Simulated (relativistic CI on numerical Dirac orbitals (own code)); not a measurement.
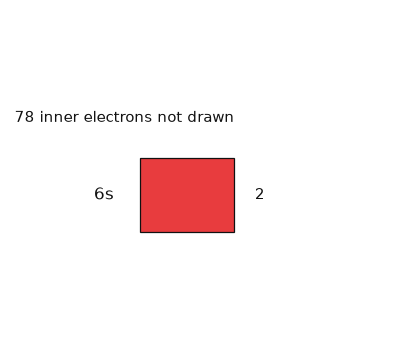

The outer shells of the leading configuration of the lowest level: a box for each of the 2l + 1 orbitals, shaded by the share of the shell that is filled, with the electron count at the right.

# Relativistic CI calculation for Tl⁺

- system: Tl⁺.
- method: Dirac-Coulomb-Breit CI, KLI orbitals optimised for each configuration, model QED (radiative potential, 1s self-energy scaled to tabulated hydrogen-like ionisation energies), valence Slater integrals scaled by 0.75, P86 correlation energy added to each configuration (relativistic CI on numerical Dirac orbitals, in-house)

**Input file**
```
atom Tl  Z=81  charge=1  electrons=80
nucleus A=205  rms_radius_fm=5.4759
hamiltonian dirac-coulomb  breit=on  qed=on  c_scale=1
orbitals kli  potential=per-configuration
slater_scale 0.75
correlation p86
mixing on
configurations
  [Xe] 4f14 5d10 6s2
  [Xe] 4f14 5d10 6s 6p
  [Xe] 4f14 5d10 6s 7s
  [Xe] 4f14 5d10 6s 6d
  [Xe] 4f14 5d10 6s 7p
  [Xe] 4f14 5d10 5f 6s
  [Xe] 4f14 5d10 6p2
  [Xe] 4f14 5d10 6d2
  [Xe] 4f14 5d10 6s 8s
  [Xe] 4f14 5d8 6s2 6p2
  [Xe] 4f14 5d9 6s2 6p
  [Xe] 4f14 5d10 6s 7d
  [Xe] 4f14 5d10 6s 8p
  [Xe] 4f14 5d10 6s 6f
  [Xe] 4f14 5d10 5g 6s
  [Xe] 4f14 5d10 6p 6d
end
```

Launched within a batch (the task file carries these settings):
```bash
python <driver script> task.json out
```

The program writes its results to a structured record and prints no log; tables and figures of this report are taken from that record.

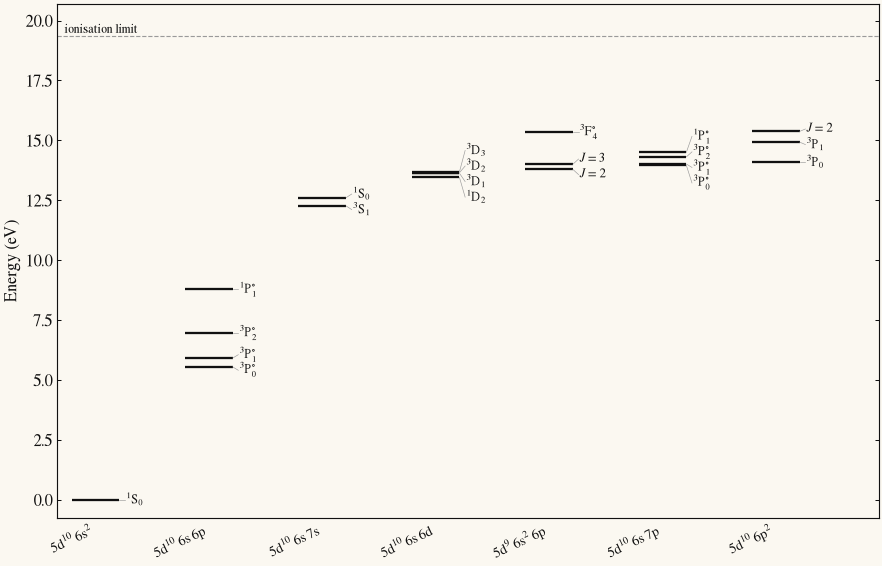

Level diagram of Tl⁺. The lowest level is 5d¹⁰ 6s² ¹S₀. The first excited level, 5d¹⁰ 6s 6p ³P°₀, lies at 5.54 eV. It is also the lowest level of opposite parity. The levels are well described in LS and in jj coupling alike (mean leading weight 90 % in LS and 89 % in jj).

```csv
Configuration,Level,E (eV),Lifetime (s; – stable or not computed)
5d¹⁰ 6s²,¹S₀,0,–
5d¹⁰ 6s 6p,³P°₀,5.545,–
5d¹⁰ 6s 6p,³P°₁,5.911,4.0×10⁻⁸
5d¹⁰ 6s 6p,³P°₂,6.962,1.2×10⁻¹
5d¹⁰ 6s 6p,¹P°₁,8.775,4.7×10⁻¹⁰
5d¹⁰ 6s 7s,³S₁,12.26,1.2×10⁻⁹
5d¹⁰ 6s 7s,¹S₀,12.61,1.9×10⁻⁹
5d¹⁰ 6s 6d,¹D₂,13.45,4.6×10⁻⁹
5d¹⁰ 6s 6d,³D₁,13.63,7.6×10⁻¹⁰
5d¹⁰ 6s 6d,³D₂,13.65,8.2×10⁻¹⁰
5d¹⁰ 6s 6d,³D₃,13.69,9.5×10⁻¹⁰
5d⁹ 6s² 6p,[(5d₅/₂)⁵ 6p₁/₂] J = 2,13.79,2.4×10⁻⁷
5d¹⁰ 6s 7p,³P°₀,13.96,1.5×10⁻⁸
5d⁹ 6s² 6p,[(5d₅/₂)⁵ 6p₁/₂] J = 3,14.00,1.1×10⁻³
5d¹⁰ 6s 7p,³P°₁,14.01,1.4×10⁻⁸
5d¹⁰ 6p²,³P₀,14.08,4.4×10⁻¹⁰
5d¹⁰ 6s 7p,³P°₂,14.31,1.0×10⁻⁸
5d¹⁰ 6s 7p,¹P°₁,14.50,8.2×10⁻⁹
```

**Results in brief**

- outcome: converged
- lowest level: 5d¹⁰ 6s² ¹S₀
- first excited level: 5d¹⁰ 6s 6p ³P°₀, 44,723 cm⁻¹
- ionisation energy: 19.357 eV
- levels computed: 186
- SCF iterations: 168
- hardware: 1 CPU thread, shared host
- wall time: 2.3 s

**Notes**

To bear in mind: near-neutral ion: configurations can be misplaced by up to about 10000 cm⁻¹, over 20000 where the f count changes; rates and lifetimes follow the computed energies and can be off by orders of magnitude; the fine structure of a weakly bound d or f electron outside closed shells is too small or inverted; only a limited list of configurations is included, so lower levels can be missing.
